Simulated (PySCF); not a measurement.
## Single-point calculation, with input and output: BCl₃ (part 2 of 2)

Continued. System: BCl₃, SMILES ClB(Cl)Cl. Method: CASSCF/6-31G*, RHF, SMD solvent benzene (PySCF 2.14.0). The run did not end well. The geometry comes from this level: PBE0-D4/def2-TZVP.

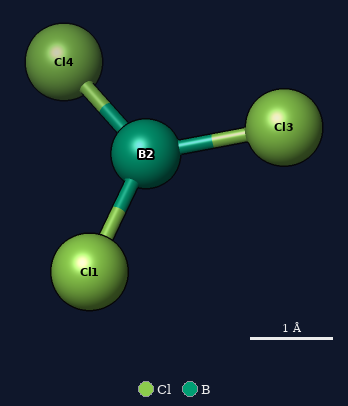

*The input geometry (ball-and-stick view, seen at a tilt; atoms are numbered from 1 in the order of the input).*

**Output, continued**
```
macro iter  35 ( 21 JK    4 micro), CASSCF E = -1403.25800684907  dE = -3.50347113e-05  S^2 = 0.0000000
               |grad[o]|=0.00505  |grad[c]|=0.0151  |ddm|=0.00278  |maxRot[o]|=0.0129
macro iter  36 ( 21 JK    4 micro), CASSCF E = -1403.25802294103  dE = -1.60919644e-05  S^2 = 0.0000000
               |grad[o]|=0.00525  |grad[c]|=0.0165  |ddm|=0.00306  |maxRot[o]|=0.011
macro iter  37 ( 21 JK    4 micro), CASSCF E = -1403.25802926887  dE = -6.32783963e-06  S^2 = 0.0000000
               |grad[o]|=0.00549  |grad[c]|=0.017  |ddm|=0.00331  |maxRot[o]|=0.00737
macro iter  38 ( 21 JK    4 micro), CASSCF E = -1403.25803070466  dE = -1.43579382e-06  S^2 = 0.0000000
               |grad[o]|=0.00563  |grad[c]|=0.0173  |ddm|=0.00347  |maxRot[o]|=0.00657
macro iter  39 ( 21 JK    4 micro), CASSCF E = -1403.25803148405  dE = -7.79383527e-07  S^2 = 0.0000000
               |grad[o]|=0.00566  |grad[c]|=0.0174  |ddm|=0.00352  |maxRot[o]|=0.00601
macro iter  40 ( 21 JK    4 micro), CASSCF E = -1403.25802798874  dE =  3.49531024e-06  S^2 = 0.0000000
               |grad[o]|=0.00565  |grad[c]|=0.0175  |ddm|=0.00363  |maxRot[o]|=0.00568
macro iter  41 ( 21 JK    4 micro), CASSCF E = -1403.25864076068  dE = -6.12771947e-04  S^2 = 0.0000000
               |grad[o]|=0.00561  |grad[c]|=0.00231  |ddm|=0.000642  |maxRot[o]|=0.0494
macro iter  42 ( 10 JK    2 micro), CASSCF E = -1403.25897496777  dE = -3.34207086e-04  S^2 = 0.0000000
               |grad[o]|=0.0044  |grad[c]|=0.00288  |ddm|=0.000907  |maxRot[o]|=0.033
macro iter  43 ( 21 JK    4 micro), CASSCF E = -1403.25897002079  dE =  4.94698247e-06  S^2 = 0.0000000
               |grad[o]|=0.00504  |grad[c]|=0.0101  |ddm|=0.00169  |maxRot[o]|=0.0213
macro iter  44 ( 21 JK    4 micro), CASSCF E = -1403.25927192786  dE = -3.01907076e-04  S^2 = 0.0000000
               |grad[o]|=0.0043  |grad[c]|=0.00674  |ddm|=0.000899  |maxRot[o]|=0.0294
macro iter  45 (  9 JK    2 micro), CASSCF E = -1403.25955806966  dE = -2.86141797e-04  S^2 = 0.0000000
               |grad[o]|=0.0035  |grad[c]|=0.00616  |ddm|=0.0016  |maxRot[o]|=0.0424
macro iter  46 ( 21 JK    4 micro), CASSCF E = -1403.25974744980  dE = -1.89380139e-04  S^2 = 0.0000000
               |grad[o]|=0.00686  |grad[c]|=0.0193  |ddm|=0.0162  |maxRot[o]|=0.0852
macro iter  47 ( 21 JK    4 micro), CASSCF E = -1403.25976974516  dE = -2.22953618e-05  S^2 = 0.0000000
               |grad[o]|=0.00999  |grad[c]|=0.0118  |ddm|=0.00435  |maxRot[o]|=0.0149
macro iter  48 ( 21 JK    4 micro), CASSCF E = -1403.25973950482  dE =  3.02403414e-05  S^2 = 0.0000000
               |grad[o]|=0.00444  |grad[c]|=0.0147  |ddm|=0.00273  |maxRot[o]|=0.00852
macro iter  49 ( 21 JK    4 micro), CASSCF E = -1403.25994650831  dE = -2.07003488e-04  S^2 = 0.0000000
               |grad[o]|=0.00353  |grad[c]|=0.00194  |ddm|=0.000439  |maxRot[o]|=0.0482
macro iter  50 ( 21 JK    4 micro), CASSCF E = -1403.25995740890  dE = -1.09005971e-05  S^2 = 0.0000000
               |grad[o]|=0.00179  |grad[c]|=0.00583  |ddm|=0.000942  |maxRot[o]|=0.00754
1-step CASSCF not converged,  50 macro (836 JK 169 micro) steps
CASSCF canonicalization
Natural occ [1.98513644 0.01486356]
Natural orbital (expansion on meta-Lowdin AOs) in CAS space
               #1        #2
0 Cl 1s         -0.00004   0.00001
0 Cl 2s         -0.00013   0.00002
0 Cl 3s          0.01496  -0.00517
0 Cl 4s          0.00145  -0.00247
0 Cl 2px         0.00021   0.00010
0 Cl 2py        -0.00012  -0.00012
0 Cl 2pz        -0.00053   0.00001
0 Cl 3px         0.01912  -0.06882
0 Cl 3py        -0.04314   0.07052
0 Cl 3pz        -0.00838   0.02179
0 Cl 4px         0.01704  -0.03230
0 Cl 4py        -0.02178   0.03565
0 Cl 4pz         0.00397  -0.01213
0 Cl 3dxy        0.00082   0.00422
0 Cl 3dyz       -0.00070  -0.01594
0 Cl 3dz^2       0.00164   0.00237
0 Cl 3dxz        0.00148   0.01284
0 Cl 3dx2-y2    -0.00008   0.00276
1 B 1s          -0.00204  -0.00420
1 B 2s          -0.31731   0.45002
1 B 3s           0.04876  -0.12726
1 B 2px         -0.25828   0.32109
1 B 2py          0.32840  -0.36793
1 B 2pz          0.08637  -0.10232
1 B 3px          0.04369  -0.10957
1 B 3py         -0.06246   0.14945
1 B 3pz         -0.01498   0.03482
1 B 3dxy         0.03768  -0.17037
1 B 3dyz        -0.01302   0.05716
1 B 3dz^2        0.02312  -0.09731
1 B 3dxz         0.00967  -0.04602
1 B 3dx2-y2      0.01282  -0.03940
2 Cl 1s         -0.00000  -0.00023
2 Cl 2s          0.00440  -0.00058
2 Cl 3s          0.04026  -0.28221
2 Cl 4s          0.05341  -0.18368
2 Cl 2px        -0.00494  -0.00111
2 Cl 2py         0.00859   0.00177
2 Cl 2pz         0.00182   0.00038
2 Cl 3px         0.37666   0.26284
2 Cl 3py        -0.72577  -0.43842
2 Cl 3pz        -0.13414  -0.09368
2 Cl 4px        -0.03323  -0.01232
2 Cl 4py         0.05265   0.05062
2 Cl 4pz         0.01131   0.00511
2 Cl 3dxy        0.05070  -0.14129
2 Cl 3dyz       -0.01822   0.05038
2 Cl 3dz^2       0.03295  -0.08680
2 Cl 3dxz        0.01160  -0.02793
2 Cl 3dx2-y2     0.02521  -0.08413
3 Cl 1s         -0.00011   0.00001
3 Cl 2s         -0.00012   0.00002
3 Cl 3s          0.01759  -0.00918
3 Cl 4s          0.00224  -0.00447
3 Cl 2px         0.00037   0.00009
3 Cl 2py        -0.00021  -0.00013
3 Cl 2pz         0.00039  -0.00005
3 Cl 3px         0.01287  -0.07261
3 Cl 3py        -0.04212   0.07515
3 Cl 3pz        -0.01261   0.01349
3 Cl 4px         0.01482  -0.02650
3 Cl 4py        -0.02003   0.03032
3 Cl 4pz        -0.01372   0.02899
3 Cl 3dxy        0.00147   0.01072
3 Cl 3dyz       -0.00014   0.00976
3 Cl 3dz^2       0.00217   0.01330
3 Cl 3dxz       -0.00051  -0.00771
3 Cl 3dx2-y2    -0.00025   0.00324
<CAS-nat-orb|mo-hf>  28     20      -0.51945696
<CAS-nat-orb|mo-hf>  28     21       0.52945872
<CAS-nat-orb|mo-hf>  28     22      -0.43941010
<CAS-nat-orb|mo-hf>  29     30       0.54441681
CASSCF energy = -1403.25995740890
CASCI E = -1403.25995740890  E(CI) = -1.89481295305995  S^2 = 0.0000000
total energy: -1403.25995741 hartree
**** SCF Summaries ****
Total Energy =                       -1403.254360517384612
Nuclear Repulsion Energy =             230.173143759711706
One-electron Energy =                -2397.024369772430418
Two-electron Energy =                  763.602259583159935
Two-electron Coulomb Energy =          850.285633682800039
DFT Exchange-Correlation Energy =      -86.683374099640105
HOMO-LUMO gap [eV] =                    14.674091323451034
**** MO energy ****
MO #1   energy= -104.842273426486  occ= 2
MO #2   energy= -104.842269973702  occ= 2
MO #3   energy= -104.842246098394  occ= 2
MO #4   energy= -10.5841546271048  occ= 2
MO #5   energy= -10.5841508559876  occ= 2
MO #6   energy= -10.5841228284938  occ= 2
MO #7   energy= -8.05224560268261  occ= 2
MO #8   energy= -8.05224115615913  occ= 2
MO #9   energy= -8.05223844749488  occ= 2
MO #10  energy= -8.04985653408881  occ= 2
MO #11  energy= -8.04985258278177  occ= 2
MO #12  energy= -8.0498472704694   occ= 2
MO #13  energy= -8.04940754177209  occ= 2
MO #14  energy= -8.04940342066909  occ= 2
MO #15  energy= -8.04940087836266  occ= 2
MO #16  energy= -7.77138384702443  occ= 2
MO #17  energy= -1.18623108957829  occ= 2
MO #18  energy= -1.12313517477837  occ= 2
MO #19  energy= -1.12312924121018  occ= 2
MO #20  energy= -0.708516970696609 occ= 2
MO #21  energy= -0.615026980856439 occ= 2
MO #22  energy= -0.615024709558188 occ= 2
MO #23  energy= -0.557599723185906 occ= 2
MO #24  energy= -0.494360426141854 occ= 2
MO #25  energy= -0.494358179470567 occ= 2
MO #26  energy= -0.483797629168366 occ= 2
MO #27  energy= -0.483794180477117 occ= 2
MO #28  energy= -0.458408873396928 occ= 2
MO #29  energy= 0.0808539328065376 occ= 0
MO #30  energy= 0.204184677706152  occ= 0
MO #31  energy= 0.262404160088637  occ= 0
MO #32  energy= 0.262411078366365  occ= 0
MO #33  energy= 0.443158846534972  occ= 0
MO #34  energy= 0.525767773892583  occ= 0
MO #35  energy= 0.525773713410219  occ= 0
MO #36  energy= 0.558904642196323  occ= 0
MO #37  energy= 0.564939042141868  occ= 0
MO #38  energy= 0.564940887893707  occ= 0
MO #39  energy= 0.606352218935949  occ= 0
MO #40  energy= 0.627838304517512  occ= 0
MO #41  energy= 0.62783968066978   occ= 0
MO #42  energy= 0.643940650129047  occ= 0
MO #43  energy= 0.643942968070908  occ= 0
MO #44  energy= 0.697217949880655  occ= 0
MO #45  energy= 0.699085667207407  occ= 0
MO #46  energy= 0.814884163777075  occ= 0
MO #47  energy= 0.87872818100277   occ= 0
MO #48  energy= 0.878732188041796  occ= 0
MO #49  energy= 0.942333896745537  occ= 0
MO #50  energy= 0.942340606279931  occ= 0
MO #51  energy= 1.11795563942435   occ= 0
MO #52  energy= 1.11906181512512   occ= 0
MO #53  energy= 1.11906511461957   occ= 0
MO #54  energy= 1.11991352082136   occ= 0
MO #55  energy= 1.1199168855435    occ= 0
MO #56  energy= 1.14396175453798   occ= 0
MO #57  energy= 1.14745993437948   occ= 0
MO #58  energy= 1.24649831669603   occ= 0
MO #59  energy= 1.24651043609237   occ= 0
MO #60  energy= 1.26271242988243   occ= 0
MO #61  energy= 1.3316803490063    occ= 0
MO #62  energy= 1.5080825063876    occ= 0
MO #63  energy= 1.50808922021492   occ= 0
MO #64  energy= 1.71076406779218   occ= 0
MO #65  energy= 1.71077843052036   occ= 0
MO #66  energy= 1.99256896876472   occ= 0
MO #67  energy= 2.14733060001598   occ= 0
MO #68  energy= 2.1473482922541    occ= 0
 ** Mulliken pop on meta-lowdin orthogonal AOs  **
 ** Mulliken pop  **
pop of  0 Cl 1s           2.00000
pop of  0 Cl 2s           1.99998
pop of  0 Cl 3s           1.79903
pop of  0 Cl 4s           0.00605
pop of  0 Cl 2px          2.00000
pop of  0 Cl 2py          2.00000
pop of  0 Cl 2pz          1.99999
pop of  0 Cl 3px          1.87316
pop of  0 Cl 3py          1.87166
pop of  0 Cl 3pz          1.48273
pop of  0 Cl 4px          0.00165
pop of  0 Cl 4py          0.00284
pop of  0 Cl 4pz          0.00725
pop of  0 Cl 3dxy         0.00019
pop of  0 Cl 3dyz         0.00357
pop of  0 Cl 3dz^2        0.00762
pop of  0 Cl 3dxz         0.00214
pop of  0 Cl 3dx2-y2      0.00023
pop of  1 B 1s            1.99989
pop of  1 B 2s            0.78185
pop of  1 B 3s            0.01442
pop of  1 B 2px           0.52797
pop of  1 B 2py           0.66378
pop of  1 B 2pz           0.77642
pop of  1 B 3px           0.00602
pop of  1 B 3py           0.01207
pop of  1 B 3pz           0.01709
pop of  1 B 3dxy          0.00452
pop of  1 B 3dyz          0.00664
pop of  1 B 3dz^2         0.00707
pop of  1 B 3dxz          0.00470
pop of  1 B 3dx2-y2       0.00332
pop of  2 Cl 1s           2.00000
pop of  2 Cl 2s           1.99998
pop of  2 Cl 3s           1.79904
pop of  2 Cl 4s           0.00605
pop of  2 Cl 2px          1.99999
pop of  2 Cl 2py          1.99999
pop of  2 Cl 2pz          2.00000
pop of  2 Cl 3px          1.73181
pop of  2 Cl 3py          1.56888
pop of  2 Cl 3pz          1.92685
pop of  2 Cl 4px          0.00290
pop of  2 Cl 4py          0.00551
pop of  2 Cl 4pz          0.00332
pop of  2 Cl 3dxy         0.00629
pop of  2 Cl 3dyz         0.00152
pop of  2 Cl 3dz^2        0.00251
pop of  2 Cl 3dxz         0.00074
pop of  2 Cl 3dx2-y2      0.00270
pop of  3 Cl 1s           2.00000
pop of  3 Cl 2s           1.99998
pop of  3 Cl 3s           1.79902
pop of  3 Cl 4s           0.00605
pop of  3 Cl 2px          2.00000
pop of  3 Cl 2py          2.00000
pop of  3 Cl 2pz          1.99999
pop of  3 Cl 3px          1.80402
pop of  3 Cl 3py          1.77604
pop of  3 Cl 3pz          1.64747
pop of  3 Cl 4px          0.00226
pop of  3 Cl 4py          0.00368
pop of  3 Cl 4pz          0.00579
pop of  3 Cl 3dxy         0.00153
pop of  3 Cl 3dyz         0.00555
pop of  3 Cl 3dz^2        0.00217
pop of  3 Cl 3dxz         0.00362
pop of  3 Cl 3dx2-y2      0.00089
 ** Mulliken atomic charges  **
charge of    0Cl =     -0.05809
charge of    1B =      0.17424
charge of    2Cl =     -0.05809
charge of    3Cl =     -0.05806
Dipole moment(X, Y, Z, Debye):  0.00006,  0.00015, -0.00017
```

This output came from the following input.

**The input (calc.py)**
```python
import numpy
from pyscf import gto, scf, mcscf, solvent

mol = gto.M(
    atom='''
Cl    -0.487398     0.975930     3.096014
B      0.000000     0.000000    -0.000019
Cl     1.780141    -2.689194    -0.612271
Cl    -1.292762     1.713245    -2.483705
''',
    spin=0,
    charge=0,
    unit='bohr',
    max_memory=1860,
    verbose=4,
    symmetry=True,
    basis='6-31g*',
)

calc0 = mol.RHF()
calc0 = calc0.density_fit(auxbasis='aug-cc-pvtz-jkfit')
calc0 = calc0.SMD()
calc0.with_solvent.solvent = 'benzene'
calc0.kernel()

uhf = scf.addons.convert_to_uhf(calc0)
uhf.kernel(uhf.make_rdm1(uhf.stability()[0], uhf.mo_occ))
noons, natorbs = mcscf.addons.make_natural_orbitals(uhf)
print('natural occupations', numpy.round(noons[:40], 4))
cas = mcscf.CASSCF(calc0, 2, 2)
cas.fix_spin_(ss=0.0)
cas.natorb = True
cas.kernel(natorbs)
e_final = cas.e_tot
print(f'total energy: {e_final:.8f} hartree')
calc0.analyze()
```

Run as:
```bash
OMP_NUM_THREADS=1 python calc.py
```

**What the run reported**

| quantity | value |
| --- | --- |
| outcome | not converged |
| total energy | −1403.259957 hartree |
| SCF energy | −1403.254361 hartree |
| CASSCF energy | −1403.259957 hartree |
| correlation energy | −0.005597 hartree |
| solvation energy | −0.000871 hartree |
| basis functions | 68 |
| HOMO of the SCF reference | −12.47 eV |
| LUMO of the SCF reference | 2.20 eV |
| hardware | 1 thread of Arm Neoverse V2, 128 GiB of memory available, shared host |
| wall time | 3.5 min |
| peak memory | 0.31 GiB |

The run did not converge. Its last values are not results. The SCF reached its limit of 8 cycles, and the later steps ran on the unconverged orbitals.
